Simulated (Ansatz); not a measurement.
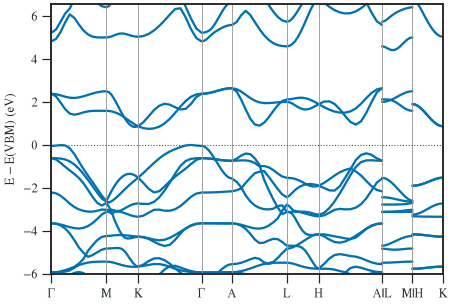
Band structure from DFT-r²SCAN in the program Ansatz with PAW potentials

The gap is 0.55 eV; an edge lies off the plotted path or next to a special point (maximum off the standard path, minimum off the standard path).

The material is PtSe2 (CdI2 type, space group No. 164).

Space group P-3m1 (CdI2 type). The cell was relaxed with r²SCAN under the symmetry of its start. The run is not spin-polarised. A crystal of weakly bound layers computed without a dispersion correction: the cell and the soft elastic constants depend strongly on that. Spin–orbit coupling is left out wherever it is not named.

Potentials: the earlier of the program's two PAW sets.
